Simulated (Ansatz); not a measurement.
**AlGaHS (quartet): from Hartree-Fock to the top rungs at a displaced geometry (v2), cc-pVDZ**

Aim: climb from Hartree-Fock through coupled cluster for AlGaHS (quartet) at one geometry and basis, and see what each rung misses.

Program: Ansatz 0.2.0, Gaussian basis. Level of theory: cc-pVDZ, core rule «outside noble gas», up to 24 orbitals frozen. These are calculated values, not measurements.

To be run: UHF; CCSD(T) on ROHF; CCSD(T) on UHF; BCCD(T) on ROHF; CISD as a restricted active space (open shells left free, so some higher excitations enter); CCSDT(Q) on ROHF; CCSDT(Q) on UHF.

24 further runs of the same task are left out: 1 for a known fault of the program, 11 that didn't finish, 12 set aside as unsound or not needed. Runs told in other sessions of the task aren't counted.

## 1. The system

The geometry is a PBE0/def2-TZVP stationary point (not a proven minimum) with its atoms shifted at random (size 0.100 Å). No spin-orbit coupling is included. The filled d shell of Ga may be among the frozen orbitals whatever the setting's name suggests.

4 atoms, charge 0, spin multiplicity 4.

Atoms are counted from 1 here; the program's logs count them from 0.

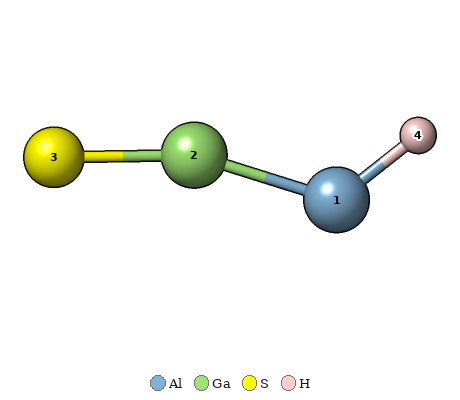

The geometry (aluminium light blue, gallium green, sulfur yellow, hydrogen pink); atoms are numbered from 1 in the order of the file.

In the tables R marks a restricted open-shell determinant and U an unrestricted one; energies count from the table's Hartree-Fock row.

## 2. UHF

Contents of in.yaml:

```yaml
crystal:
  periodic: [false, false, false]
  atoms:
    - {symbol: Al, position_ang: [0.110424, 0.274183, 2.371175]}
    - {symbol: Ga, position_ang: [-0.054450, -0.153397, 0.034723]}
    - {symbol: S, position_ang: [0.022170, 0.131256, -2.182137]}
    - {symbol: H, position_ang: [0.105279, -0.904122, 3.543156]}
basis:
  gaussian: {orbitals: cc-pVDZ}
magnetization: {spin_polarized: true, initial_magnetization: 3}
hamiltonian: {xc: hf}
output: {orbitals: {seedname: orbitals}}
```

Run with:

```bash
$ ansatz run in.yaml --threads 1 --pin off --events-out ev --progress --plain --max-ram 2393MiB
```

The log of the run:

```text
Functional definition: HF
  name "HF"
  cite "Fock, Z. Phys. 61, 126 (1930) doi:10.1007/BF01340294"
  parent pbe
  exchange = exact_x
  correlation = 0
740 factors; integrals over basis functions are off by at most 1.1e-3 eV
mean field evaluation 1: about -69746.7421 eV, gradient 9.1e0 eV
mean field evaluation 2: about -69746.7489 eV, gradient 9.1e0 eV
mean field evaluation 4: about -69748.3384 eV, gradient 2.1e0 eV
mean field evaluation 8: about -69748.5324 eV, gradient 2.4e-1 eV
mean field evaluation 16: about -69748.5395 eV, gradient 3.7e-2 eV
mean field evaluation 32: about -69748.6184 eV, gradient 7.4e-6 eV
mean field evaluation 64: about -69748.5858 eV, gradient 8.6e-2 eV
mean field evaluation 96: about -69748.3034 eV, gradient 1.3e0 eV
mean field evaluation 128: about -69748.6146 eV, gradient 2.1e-1 eV
mean field evaluation 160: about -69747.9291 eV, gradient 1.7e0 eV
mean field evaluation 192: about -69748.4936 eV, gradient 6.0e-1 eV
mean field evaluation 224: about -69748.6101 eV, gradient 3.8e-1 eV
mean field -69748.61843745 eV, -2563.2144502648 hartree, gradient 7.3e-6 eV, S^2 3.789257; 4 other end points of the search recorded, 0 dependent functions left out
reference -69748.61843745 eV, -2563.2144502648 hartree; 32, 29 occupied and 36, 39 virtual orbitals, 740 factors
Total energy: -69748.61843745 eV, -2563.2144502648 hartree
```

It took 9 s on 1 thread of Arm Neoverse V2, shared host.

From the report: ⟨S²⟩ of the determinant 3.789 (pure quartet: 3.75).

## 3. CCSD(T) on ROHF

Edit in.yaml of step 2 so:

```diff
@@ -9,4 +9,3 @@
   gaussian: {orbitals: cc-pVDZ}
-magnetization: {spin_polarized: true, initial_magnetization: 3}
-hamiltonian: {xc: hf}
-output: {orbitals: {seedname: orbitals}}
+magnetization: {spin_polarized: false, initial_magnetization: 3}
+correlation: {method: ccsd_t, electrons: outside_noble_gas}
```

Same command.

The log of the run, shortened:

```text
Functional definition: HF
  name "HF"
  cite "Fock, Z. Phys. 61, 126 (1930) doi:10.1007/BF01340294"
  parent pbe
[...]
740 factors; integrals over basis functions are off by at most 1.1e-3 eV
[...]
mean field -69748.40746330 eV, -2563.2066971077 hartree, gradient 5.8e-6 eV, S^2 3.750000; 18 other end points of the search recorded, 0 dependent functions left out
[...]
determinant -69748.40746330 eV, -2563.2066971077 hartree, with singles and doubles -69754.90768019 eV, -2563.4455756725 hartree
determinant -69748.32255633 eV, -2563.2035768340 hartree, with singles and doubles -69754.83729104 eV, -2563.4429889188 hartree
determinant -69747.26360047 eV, -2563.1646609240 hartree, with singles and doubles -69753.56512700 eV, -2563.3962377526 hartree
determinant -69747.03104805 eV, -2563.1561147801 hartree, with singles and doubles -69753.31784860 eV, -2563.3871504392 hartree
[...]
determinant -69745.72839520 eV, -2563.1082431711 hartree, with singles and doubles -69752.48073060 eV, -2563.3563869198 hartree
determinant -69745.14460780 eV, -2563.0867893797 hartree, with singles and doubles -69751.99627201 eV, -2563.3385833951 hartree
determinant -69748.40746330 eV, -2563.2066971077 hartree, with singles and doubles -69754.90880612 eV, -2563.4456170496 hartree
determinant -69748.32255633 eV, -2563.2035768340 hartree, with singles and doubles -69754.83908506 eV, -2563.4430548480 hartree
24 core orbitals not correlated: weight in the atoms' cores, before any rotation towards them, 0.995 or more for the frozen orbitals, at most 0.006 for the correlated occupied ones
reference -69748.40746330 eV, -2563.2066971077 hartree; 8, 5 occupied and 36, 39 virtual orbitals, 740 factors
second order -5.30996183 eV of doubles, -0.11336113 eV of singles
cycle   1  -6.50134017 eV  change    2.7e-6 eV  update   7.3e-6
perturbative correction -0.21736079 eV, -0.0079878618 hartree
Total energy: -69755.12616426 eV, -2563.4536048138 hartree
```

It took 51 s on 1 thread of Arm Neoverse V2, shared host.

From the report: correlation -6.7187 eV; T1 0.030; largest double amplitude 0.06.

## 4. CCSD(T) on UHF

Edit in.yaml of step 3 so:

```diff
@@ -9,3 +9,3 @@
   gaussian: {orbitals: cc-pVDZ}
-magnetization: {spin_polarized: false, initial_magnetization: 3}
+magnetization: {spin_polarized: true, initial_magnetization: 3}
 correlation: {method: ccsd_t, electrons: outside_noble_gas}
```

Same command.

The log of the run, shortened:

```text
Functional definition: HF
  name "HF"
  cite "Fock, Z. Phys. 61, 126 (1930) doi:10.1007/BF01340294"
  parent pbe
[...]
740 factors; integrals over basis functions are off by at most 1.1e-3 eV
[...]
mean field -69748.61843745 eV, -2563.2144502648 hartree, gradient 6.4e-6 eV, S^2 3.789257; 15 other end points of the search recorded, 0 dependent functions left out
determinant -69748.61843745 eV, -2563.2144502648 hartree, with singles and doubles -69754.91563102 eV, -2563.4458678601 hartree
determinant -69748.53609100 eV, -2563.2114240884 hartree, with singles and doubles -69754.84652552 eV, -2563.4433282796 hartree
determinant -69747.47270849 eV, -2563.1723455019 hartree, with singles and doubles -69753.58022488 eV, -2563.3967925896 hartree
determinant -69747.22457577 eV, -2563.1632267928 hartree, with singles and doubles -69753.33407406 eV, -2563.3877467137 hartree
[...]
determinant -69745.48520332 eV, -2563.0993060343 hartree, with singles and doubles -69752.06145184 eV, -2563.3409787098 hartree
determinant -69745.37402981 eV, -2563.0952204831 hartree, with singles and doubles -69751.98446034 eV, -2563.3381493242 hartree
determinant -69748.61843745 eV, -2563.2144502648 hartree, with singles and doubles -69754.91655828 eV, -2563.4459019362 hartree
determinant -69748.53609100 eV, -2563.2114240884 hartree, with singles and doubles -69754.84744392 eV, -2563.4433620304 hartree
24 core orbitals not correlated: weight in the atoms' cores, before any rotation towards them, 0.995 or more for the frozen orbitals, at most 0.006 for the correlated occupied ones
reference -69748.61843745 eV, -2563.2144502648 hartree; 8, 5 occupied and 36, 39 virtual orbitals, 740 factors
second order -5.18894334 eV of doubles, -0.00000000 eV of singles
cycle   1  -6.29812445 eV  change   -3.6e-6 eV  update   4.8e-6
perturbative correction -0.21130448 eV, -0.0077652964 hartree
Total energy: -69755.12786638 eV, -2563.4536673655 hartree
```

Run time: 39 s. Hardware: 1 thread of Arm Neoverse V2, shared host.

From the report: ⟨S²⟩ of the determinant 3.789 (pure quartet: 3.75); correlation -6.5094 eV; T1 0.024; largest double amplitude 0.07.

## 5. BCCD(T) on ROHF

Edit in.yaml of step 4 so:

```diff
@@ -9,3 +9,3 @@
   gaussian: {orbitals: cc-pVDZ}
-magnetization: {spin_polarized: true, initial_magnetization: 3}
-correlation: {method: ccsd_t, electrons: outside_noble_gas}
+magnetization: {spin_polarized: false, initial_magnetization: 3}
+correlation: {method: bccd_t, electrons: outside_noble_gas}
```

Launched as before.

The log of the run, shortened:

```text
Functional definition: HF
  name "HF"
  cite "Fock, Z. Phys. 61, 126 (1930) doi:10.1007/BF01340294"
  parent pbe
[...]
740 factors; integrals over basis functions are off by at most 1.1e-3 eV
[...]
mean field -69748.40746330 eV, -2563.2066971077 hartree, gradient 5.8e-6 eV, S^2 3.750000; 18 other end points of the search recorded, 0 dependent functions left out
[...]
determinant -69748.40746330 eV, -2563.2066971077 hartree, with singles and doubles -69754.90768019 eV, -2563.4455756725 hartree
determinant -69748.32255633 eV, -2563.2035768340 hartree, with singles and doubles -69754.83729104 eV, -2563.4429889188 hartree
determinant -69747.26360047 eV, -2563.1646609240 hartree, with singles and doubles -69753.56512700 eV, -2563.3962377526 hartree
determinant -69747.03104805 eV, -2563.1561147801 hartree, with singles and doubles -69753.31784860 eV, -2563.3871504392 hartree
[...]
determinant -69745.14460780 eV, -2563.0867893797 hartree, with singles and doubles -69751.99627201 eV, -2563.3385833951 hartree
determinant -69748.40746330 eV, -2563.2066971077 hartree, with singles and doubles -69754.90880612 eV, -2563.4456170496 hartree
determinant -69748.32255633 eV, -2563.2035768340 hartree, with singles and doubles -69754.83908506 eV, -2563.4430548480 hartree
24 core orbitals not correlated: weight in the atoms' cores, before any rotation towards them, 0.995 or more for the frozen orbitals, at most 0.006 for the correlated occupied ones
reference -69748.40746330 eV, -2563.2066971077 hartree; 8, 5 occupied and 36, 39 virtual orbitals, 740 factors
second order -5.30996183 eV of doubles, -0.11336113 eV of singles
cycle   1  -6.49884410 eV  change    2.5e-3 eV  update   9.4e-3
[...]
cycle  10  -6.49462135 eV  change   -6.4e-7 eV  update   9.8e-6
perturbative correction -0.22461078 eV, -0.0082542940 hartree
Total energy: -69755.12669543 eV, -2563.4536243339 hartree
```

It took 54 s on 1 thread of Arm Neoverse V2, shared host.

From the report: correlation -6.7192 eV; largest double amplitude 0.06.

## 6. CISD as a restricted active space (open shells left free, so some higher excitations enter)

Edit in.yaml of step 5 so:

```diff
@@ -10,2 +10,2 @@
 magnetization: {spin_polarized: false, initial_magnetization: 3}
-correlation: {method: bccd_t, electrons: outside_noble_gas}
+correlation: {active_space: {ras: {orbitals: [5, 3, 36], electrons: 13, max_holes: 2, max_particles: 2}, fixed_orbitals: true}}
```

The command is unchanged.

The log of the run, shortened:

```text
Functional definition: HF
  name "HF"
  cite "Fock, Z. Phys. 61, 126 (1930) doi:10.1007/BF01340294"
  parent pbe
[...]
740 factors; integrals over basis functions are off by at most 1.1e-3 eV
[...]
mean field -69748.40746330 eV, -2563.2066971077 hartree, gradient 5.8e-6 eV, S^2 3.750000; 12 other end points of the search recorded, 0 dependent functions left out
reference -69748.40746330 eV, -2563.2066971077 hartree; 32, 29 occupied and 36, 39 virtual orbitals, 740 factors
state -69754.25407695 eV, -2563.4215561962 hartree
Total energy: -69754.25407695 eV, -2563.4215561962 hartree
```

It took 30 s on 1 thread of Arm Neoverse V2, shared host.

From the report: 428,374 determinants.

## 7. CCSDT(Q) on ROHF

Edit in.yaml of step 6 so:

```diff
@@ -10,2 +10,2 @@
 magnetization: {spin_polarized: false, initial_magnetization: 3}
-correlation: {active_space: {ras: {orbitals: [5, 3, 36], electrons: 13, max_holes: 2, max_particles: 2}, fixed_orbitals: true}}
+correlation: {method: ccsdt_q, electrons: outside_noble_gas}
```

Same command.

The log of the run, shortened:

```text
Functional definition: HF
  name "HF"
  cite "Fock, Z. Phys. 61, 126 (1930) doi:10.1007/BF01340294"
  parent pbe
[...]
1321 factors; integrals over basis functions are off by at most 1.6e-7 eV
[...]
mean field -69748.40761461 eV, -2563.2067026682 hartree, gradient 5.9e-6 eV, S^2 3.750000; 18 other end points of the search recorded, 0 dependent functions left out
[...]
determinant -69748.40761461 eV, -2563.2067026682 hartree, with singles and doubles -69754.90784356 eV, -2563.4455816760 hartree
determinant -69748.32270921 eV, -2563.2035824524 hartree, with singles and doubles -69754.83745490 eV, -2563.4429949406 hartree
determinant -69747.26375322 eV, -2563.1646665376 hartree, with singles and doubles -69753.56529425 eV, -2563.3962438991 hartree
determinant -69747.03120386 eV, -2563.1561205063 hartree, with singles and doubles -69753.31802142 eV, -2563.3871567900 hartree
[...]
determinant -69745.14477410 eV, -2563.0867954911 hartree, with singles and doubles -69751.99644810 eV, -2563.3385898662 hartree
determinant -69748.40761461 eV, -2563.2067026682 hartree, with singles and doubles -69754.90896929 eV, -2563.4456230458 hartree
determinant -69748.32270921 eV, -2563.2035824524 hartree, with singles and doubles -69754.83924781 eV, -2563.4430608287 hartree
24 core orbitals not correlated: weight in the atoms' cores, before any rotation towards them, 0.995 or more for the frozen orbitals, at most 0.006 for the correlated occupied ones
reference -69748.40761461 eV, -2563.2067026682 hartree; 8, 5 occupied and 36, 39 virtual orbitals, 1321 factors
second order -5.30999171 eV of doubles, -0.11336113 eV of singles
cycle   1  -6.17426847 eV  change   -7.5e-1 eV  update   9.5e-2
[...]
cycle  38  -6.77051119 eV  change    3.6e-8 eV  update   1.3e-6
perturbative correction -0.01680248 eV, -0.0006174799 hartree
Total energy: -69755.19492828 eV, -2563.4561318450 hartree
```

Run time: 4.6 min. Hardware: 1 thread of Arm Neoverse V2, shared host; peak memory 0.99 GiB.

From the report: correlation -6.7873 eV; T1 0.032; largest double amplitude 0.08.

## 8. CCSDT(Q) on UHF

Edit in.yaml of step 7 so:

```diff
@@ -9,3 +9,3 @@
   gaussian: {orbitals: cc-pVDZ}
-magnetization: {spin_polarized: false, initial_magnetization: 3}
+magnetization: {spin_polarized: true, initial_magnetization: 3}
 correlation: {method: ccsdt_q, electrons: outside_noble_gas}
```

Same command.

The log of the run, shortened:

```text
Functional definition: HF
  name "HF"
  cite "Fock, Z. Phys. 61, 126 (1930) doi:10.1007/BF01340294"
  parent pbe
[...]
1321 factors; integrals over basis functions are off by at most 1.6e-7 eV
[...]
mean field -69748.61858925 eV, -2563.2144558433 hartree, gradient 6.6e-6 eV, S^2 3.789258; 15 other end points of the search recorded, 0 dependent functions left out
determinant -69748.61858925 eV, -2563.2144558433 hartree, with singles and doubles -69754.91579443 eV, -2563.4458738653 hartree
determinant -69748.53624451 eV, -2563.2114297300 hartree, with singles and doubles -69754.84668925 eV, -2563.4433342966 hartree
determinant -69747.47286227 eV, -2563.1723511535 hartree, with singles and doubles -69753.58039397 eV, -2563.3967988033 hartree
determinant -69747.22473317 eV, -2563.1632325772 hartree, with singles and doubles -69753.33424557 eV, -2563.3877530165 hartree
[...]
determinant -69745.37419783 eV, -2563.0952266577 hartree, with singles and doubles -69751.98463657 eV, -2563.3381558006 hartree
determinant -69748.61858925 eV, -2563.2144558433 hartree, with singles and doubles -69754.91672184 eV, -2563.4459079470 hartree
determinant -69748.53624451 eV, -2563.2114297300 hartree, with singles and doubles -69754.84760750 eV, -2563.4433680416 hartree
24 core orbitals not correlated: weight in the atoms' cores, before any rotation towards them, 0.995 or more for the frozen orbitals, at most 0.006 for the correlated occupied ones
reference -69748.61858925 eV, -2563.2144558433 hartree; 8, 5 occupied and 36, 39 virtual orbitals, 1321 factors
second order -5.18897281 eV of doubles, -0.00000000 eV of singles
cycle   1  -5.95001959 eV  change   -7.6e-1 eV  update   9.6e-2
[...]
cycle  50  -6.56248491 eV  change   -6.3e-7 eV  update   1.4e-6
perturbative correction -0.01760929 eV, -0.0006471296 hartree
Total energy: -69755.19868345 eV, -2563.4562698451 hartree
```

Wall time 4.8 min (1 thread of Arm Neoverse V2, shared host); peak memory 0.82 GiB.

From the report: ⟨S²⟩ of the determinant 3.789 (pure quartet: 3.75); correlation -6.5801 eV; T1 0.027; largest double amplitude 0.08.

## 9. All levels against the top one

The yardstick is UCCSDT(Q), where the cluster series has nearly closed. Rows without a time are mean-field rows or come out of runs for another level: lower rungs of the coupled-cluster runs, or the Hartree-Fock search.

Differences are taken before rounding.

```
   method  energy from the lowest ROHF (kJ/mol)  from UCCSDT(Q) (kJ/mol)     time
      ROHF                                  0.0                   +655.3         
      UHF                                -20.4                   +634.9         
     RMP2                               -523.3                   +132.0         
     UMP2                               -521.0                   +134.2         
    RCCSD                               -627.3                    +28.0         
    UCCSD                               -628.0                    +27.2         
 RCCSD(T)                               -648.3                     +7.0     51 s
 UCCSD(T)                               -648.4                     +6.8     39 s
  BCCD(T)                               -648.3                     +6.9     54 s
   RCCSDT                               -653.3                     +2.0         
   UCCSDT                               -653.6                     +1.7         
RCCSDT(Q)                               -654.9                     +0.4  4.6 min
UCCSDT(Q)                               -655.3                        0  4.8 min
```

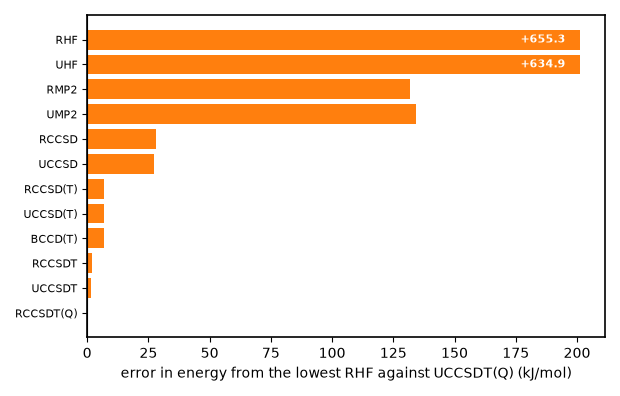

Deviations from UCCSDT(Q), method by method. Bars with a number in them are cut short.

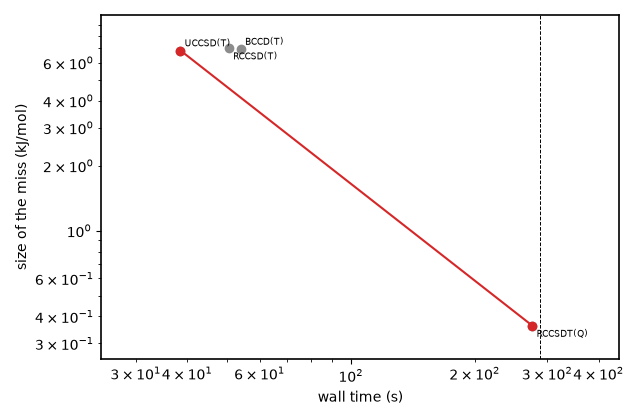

Miss against cost. Red marks the levels that no quicker level drawn beats (of those quicker than the yardstick), and the dashed line is the time of UCCSDT(Q). Times are from a shared host.

Not comparable, so not listed: CISD as a restricted active space (open shells left free, so some higher excitations enter) (they don't share determinant, frozen orbitals or solution with the rows shown, or repeat one).

## 10. What came out

```
                         quantity                      value
    UCCSDT(Q) from the ROHF energy                 -6.7912 eV
              RMP2 from UCCSDT(Q)              +132.0 kJ/mol
              UMP2 from UCCSDT(Q)              +134.2 kJ/mol
             RCCSD from UCCSDT(Q)               +28.0 kJ/mol
          RCCSD(T) from UCCSDT(Q)                +7.0 kJ/mol
          UCCSD(T) from UCCSDT(Q)                +6.8 kJ/mol
         RCCSDT(Q) from UCCSDT(Q)                +0.4 kJ/mol
levels within 1 kcal/mol (43 meV)  RCCSDT, UCCSDT, RCCSDT(Q)
                    T1 diagnostic                      0.030
```

What this shows: RCCSD(T) misses by +7.0 kJ/mol, 1.1 % of the correlation energy. These misses are within one basis, not against nature; the frozen cores of restricted and unrestricted runs differ, which can shift their rows.

RCCSDT(Q) reaches 0.4 kJ/mol from the reference in 4.6 min, where UCCSDT(Q) took 4.8 min; the quickest level in the cost chart, UCCSD(T), takes 39 s and misses by 6.8 kJ/mol.
